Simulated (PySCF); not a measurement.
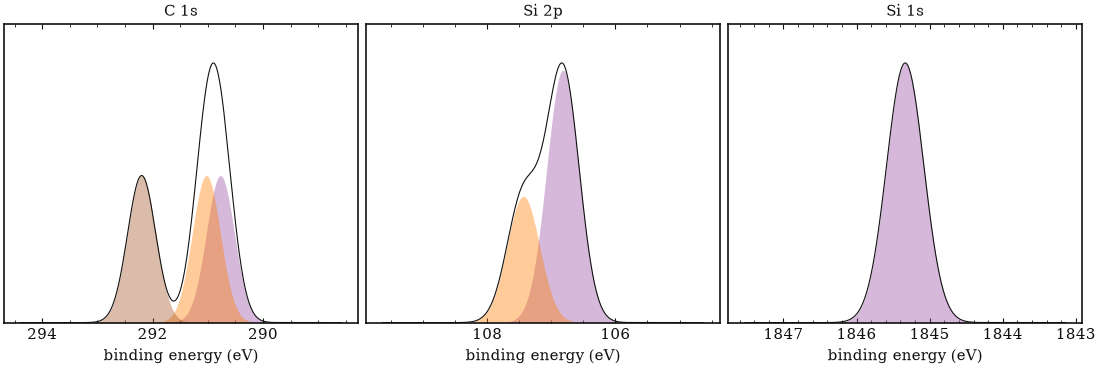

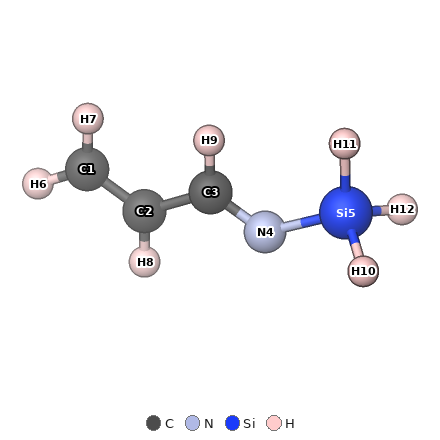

Simulated XPS of C₃H₇NSi, SMILES C=C/C=N/[SiH3]. Vertical core-electron binding energies by ΔSCF (B3LYP, pcX-2 on the ionised atom, pcseg-1 elsewhere, spin-free X2C; PySCF 2.14.0, at a PBE0-D3(BJ)/def2-SVP geometry (no frequency check)), gas phase, against the vacuum level. One atom of each kind was ionised; within a panel, areas follow the number of like atoms and 2j + 1 (2p levels are split by first-order spin-orbit coupling, an approximation), each panel is scaled alone, Gaussians of 0.6 eV full width. Only the regions named are shown. Lines closer than the width merge in the curve.

**Which atoms give which peak?**

```
   level  atoms  binding energy (eV)
    C 1s     C3                292.2
    C 1s     C2                291.0
    C 1s     C1                290.8
Si 2p1/2    Si5                107.4
Si 2p3/2    Si5                106.8
   Si 1s    Si5               1845.3
```

**How large is the chemical shift across the C 1s region?**

1.4 eV, from C1 at 290.8 eV to C3 at 292.2 eV.

Note: one conformer of a flexible molecule.
